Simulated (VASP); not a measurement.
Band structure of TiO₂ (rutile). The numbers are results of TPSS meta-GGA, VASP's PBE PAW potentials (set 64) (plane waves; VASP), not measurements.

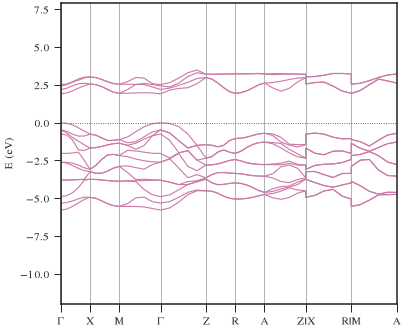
Bands along high-symmetry lines, zero at the valence-band maximum or, without a gap, the Fermi level

### Question
Read the plot: is there a gap, and where are the band edges?

### Answer
The gap is direct, 1.91 eV, from the valence maximum at Γ to the conduction minimum at Γ.

The compound is TiO2 in the rutile structure. It was relaxed first.
